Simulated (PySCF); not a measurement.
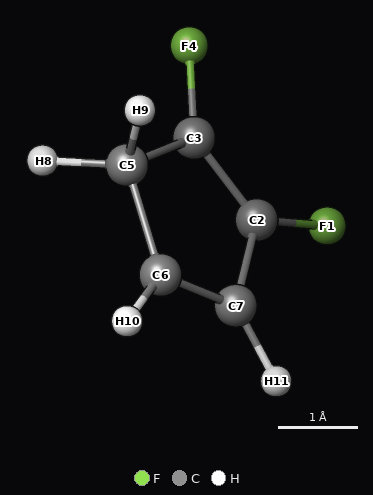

The input geometry of run 1 (ball-and-stick view, seen at a tilt; atoms are numbered from 1 in the order of the input).

## Two runs on C5H4F2

System: C5H4F2, SMILES FC1=C(F)CC=C1.
Method of run 1: GIAO OPBE/pcSseg-1 NMR shielding, non-relativistic, gas phase (PySCF 2.14.0).

The geometry comes from this level: PBE0-D3(BJ)/def2-SVP. Text and figures count atoms from 1; the logs count them from 0 in places.

**Input file, run 1**
```
{"job": {"kind": "nmr", "xc": "OPBE", "basis": "pcSseg-1", "pop": false}, "charge": 0, "multiplicity": 1}
F      2.284847     1.183803    -0.362831
C      1.121299     0.583502    -0.175021
C      0.782705    -0.671349    -0.530273
F      1.533550    -1.573791    -1.140309
C     -0.627552    -0.933702    -0.132374
C     -1.046790     0.357653     0.505092
C     -0.016291     1.227009     0.472968
H     -0.702433    -1.782932     0.570712
H     -1.256036    -1.191158    -1.003899
H     -2.035458     0.532822     0.928068
H      0.006846     2.247485     0.857054
```

The first line tells a small driver script what to run in PySCF; the rest is the geometry in Å.

Command:
```bash
OMP_NUM_THREADS=1 python <driver script> task.json out
```

Hardware: 1 CPU thread, shared host.

**Output (run 1)**
```
coarse grid: 10088 points
cycle   1  E = -392.2325820081  dE =  1.029e+00  |g| = 6.254e-01  |ddm| = 3.170e+00
cycle   2  E = -392.1258189808  dE =  1.068e-01  |g| = 9.973e-01  |ddm| = 1.409e+00
cycle   3  E = -392.2945167810  dE = -1.687e-01  |g| = 2.035e-01  |ddm| = 9.441e-01
cycle   4  E = -392.3038647003  dE = -9.348e-03  |g| = 7.381e-02  |ddm| = 2.457e-01
cycle   5  E = -392.3050695193  dE = -1.205e-03  |g| = 3.116e-02  |ddm| = 8.707e-02
cycle   6  E = -392.3052926003  dE = -2.231e-04  |g| = 5.316e-03  |ddm| = 3.091e-02
cycle   7  E = -392.3052983924  dE = -5.792e-06  |g| = 2.242e-03  |ddm| = 6.787e-03
final grid: 100736 points
cycle   8  E = -392.3479001282  dE = -1.482e-04  |g| = 1.960e-02  |ddm| = 7.613e-02
cycle   9  E = -392.3477982633  dE =  1.019e-04  |g| = 3.216e-02  |ddm| = 3.894e-02
cycle  10  E = -392.3479513225  dE = -1.531e-04  |g| = 4.250e-03  |ddm| = 2.705e-02
cycle  11  E = -392.3479554230  dE = -4.100e-06  |g| = 9.727e-04  |ddm| = 4.035e-03
cycle  12  E = -392.3479555705  dE = -1.475e-07  |g| = 5.656e-04  |ddm| = 1.391e-03
cycle  13  E = -392.3479556552  dE = -8.471e-08  |g| = 7.534e-05  |ddm| = 5.972e-04
cycle  14  E = -392.3479556561  dE = -9.119e-10  |g| = 3.638e-05  |ddm| = 1.088e-04
cycle  15  E = -392.3479556564  dE = -3.200e-10  |g| = 1.520e-05  |ddm| = 4.941e-05
converged SCF energy = -392.3479556564

GIAO shielding tensors (ppm)
atom      isotropic    diamagn.    paramagn.     s11        s22        s33       span
  0 F      314.177     470.675    -156.498    221.557    288.944    432.029    210.471
  1 C       44.020     251.495    -207.475     -9.272     64.775     76.557     85.830
  2 C       40.950     252.574    -211.624     -5.344     53.230     74.963     80.308
  3 F      310.747     470.143    -159.397    221.634    252.055    458.551    236.918
  4 C      148.305     251.246    -102.941    139.157    148.108    157.651     18.494
  5 C       68.818     253.766    -184.948    -30.856     72.396    164.914    195.770
  6 C       56.455     254.006    -197.550    -34.416     61.708    142.073    176.489
  7 H       28.187      28.306      -0.119     24.366     26.336     33.859      9.492
  8 H       28.181      28.304      -0.122     24.367     26.333     33.844      9.478
  9 H       25.407      30.828      -5.421     24.091     25.330     26.800      2.709
 10 H       24.766      30.471      -5.704     23.802     24.065     26.433      2.630
```

For run 2 the input was changed thus:
```diff
-"xc": "OPBE"
+"xc": "wB97X-D"
```

Predict how the results change.

The total energies belong to different methods, so their difference says nothing on which is more stable or more accurate. The HOMO goes from −5.22 to −8.29 eV. The LUMO goes from −1.58 to 0.97 eV. The dipole moment goes from 2.22 to 2.63 D. Of all shieldings, the largest change is that of F4, by +25.2 ppm. The functional changes from OPBE to wB97X-D. Exact exchange removes part of the self-interaction error of semilocal functionals, which pushes filled and empty levels apart. The SCF takes 13 iterations against 15.

**Output (run 2)**
```
coarse grid: 10088 points
cycle   1  E = -392.2758454194  dE =  1.457e+00  |g| = 6.177e-01  |ddm| = 3.091e+00
cycle   2  E = -392.2748019977  dE =  1.043e-03  |g| = 6.937e-01  |ddm| = 8.608e-01
cycle   3  E = -392.3450419073  dE = -7.024e-02  |g| = 6.054e-02  |ddm| = 4.591e-01
cycle   4  E = -392.3456980725  dE = -6.562e-04  |g| = 2.048e-02  |ddm| = 5.234e-02
cycle   5  E = -392.3458037709  dE = -1.057e-04  |g| = 6.104e-03  |ddm| = 2.526e-02
cycle   6  E = -392.3458151023  dE = -1.133e-05  |g| = 1.132e-03  |ddm| = 6.992e-03
cycle   7  E = -392.3458159942  dE = -8.919e-07  |g| = 8.908e-04  |ddm| = 2.532e-03
final grid: 100736 points
cycle   8  E = -392.4013312486  dE = -1.637e-04  |g| = 6.846e-03  |ddm| = 5.339e-02
cycle   9  E = -392.4013312570  dE = -8.419e-09  |g| = 7.382e-03  |ddm| = 1.289e-02
cycle  10  E = -392.4013387268  dE = -7.470e-06  |g| = 5.505e-04  |ddm| = 4.628e-03
cycle  11  E = -392.4013387941  dE = -6.728e-08  |g| = 2.356e-04  |ddm| = 9.149e-04
cycle  12  E = -392.4013388071  dE = -1.296e-08  |g| = 4.539e-05  |ddm| = 2.543e-04
cycle  13  E = -392.4013388078  dE = -7.269e-10  |g| = 2.031e-05  |ddm| = 7.812e-05
converged SCF energy = -392.4013388078

GIAO shielding tensors (ppm)
atom      isotropic    diamagn.    paramagn.     s11        s22        s33       span
  0 F      338.001     471.420    -133.420    255.305    312.776    445.921    190.616
  1 C       35.338     251.941    -216.603    -29.253     60.422     74.846    104.099
  2 C       31.697     252.705    -221.008    -26.754     47.905     73.940    100.693
  3 F      335.936     470.901    -134.966    254.530    283.998    469.279    214.749
  4 C      147.793     250.991    -103.197    140.583    144.481    158.316     17.733
  5 C       57.471     255.778    -198.307    -58.406     65.672    165.148    223.553
  6 C       47.493     256.106    -208.612    -58.037     58.765    141.752    199.789
  7 H       28.378      28.467      -0.089     24.325     26.596     34.213      9.888
  8 H       28.370      28.461      -0.090     24.321     26.591     34.199      9.877
  9 H       25.425      30.503      -5.077     24.049     25.297     26.930      2.881
 10 H       24.883      30.014      -5.130     23.679     24.066     26.905      3.226
```

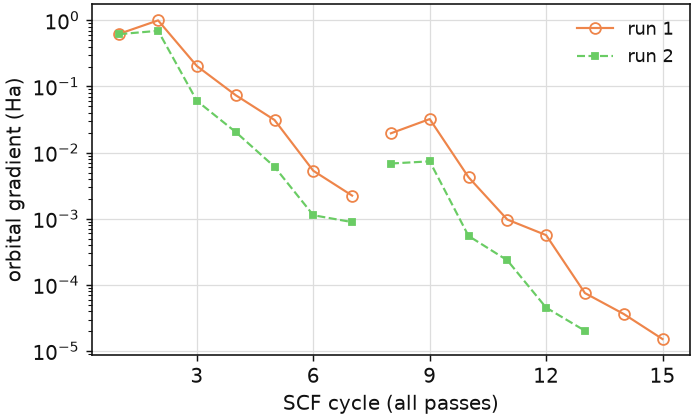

Convergence of the two runs: orbital gradient against the SCF cycle. A break in a curve parts two SCF passes (coarse and final grid). Run 1 takes 15 cycles in all, and run 2 takes 13.

**The two runs side by side**

| quantity | run 1 | run 2 |
| --- | --- | --- |
| outcome | converged | converged |
| total energy (hartree) | −392.347956 | −392.401339 |
| HOMO (eV) | −5.22 | −8.29 |
| LUMO (eV) | −1.58 | 0.97 |
| dipole moment (D) | 2.22 | 2.63 |
| shielding of F1 (ppm) | 314.2 | 338.0 |
| shielding of C2 (ppm) | 44.0 | 35.3 |
| shielding of C3 (ppm) | 40.9 | 31.7 |
| shielding of F4 (ppm) | 310.7 | 335.9 |
| shielding of C5 (ppm) | 148.3 | 147.8 |
| shielding of C6 (ppm) | 68.8 | 57.5 |
| shielding of C7 (ppm) | 56.5 | 47.5 |
| SCF iterations | 15 | 13 |
| basis functions | 139 | 139 |
| wall time (shared host) | 17 s | 13 s |
